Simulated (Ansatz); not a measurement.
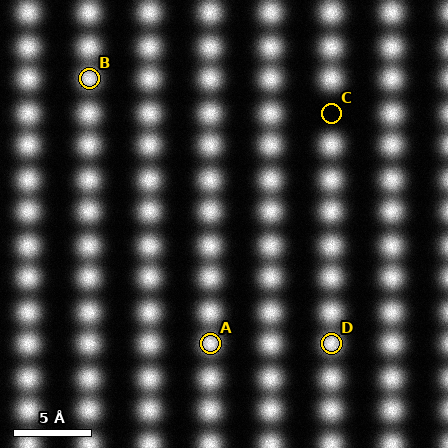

HAADF-like image of Br (Cmce, No. 64) along [010]. The image is simulated as a sum over atoms of Z^1.7, blurred by a 1.30 Å probe (no channelling). Shot noise was added.

The sample is 1 repeat (4.2 Å) thick. One point defect was put into the perfect crystal, without relaxing the atoms around it. Brightness is counted from the darkest point of the image. Host structure: the geometry relaxed at fixed volume with DFT PBE, spin-orbit coupling, plane waves, PAW (Ansatz 0.2.0).

Question: Which ringed column holds the defect, and does it scatter more or less than its equals?

Answer: C; it scatters less. The column holds 1 atom (Br) through the sample, and one Br atom is missing, so its peak vanishes.
